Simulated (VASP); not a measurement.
Band structure of MgTe (relaxed from the rock salt structure, space group Fm-3m). Computed with PBEsol GGA, VASP's PBE PAW potentials (set 64) (plane waves; VASP 6.6.1).

Unless said otherwise, spin-orbit coupling is left out, though it shifts the bands of the heavy elements here.

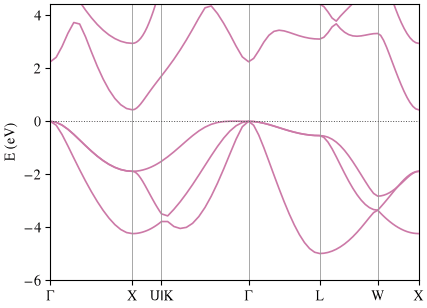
Figure: Bands along high-symmetry lines, zero at the valence-band maximum or, without a gap, the Fermi level

Read the plot: is there a gap, and where are the band edges?

The gap is indirect, 0.43 eV, from the valence maximum at K-Γ at 0.86 to the conduction minimum at X. (Edges off the drawn lines would not show.)

The structure was generated: MgTe was put into the rock salt type (Fm-3m), which need not be its known phase. It was relaxed first, which changed the volume by -6 %.
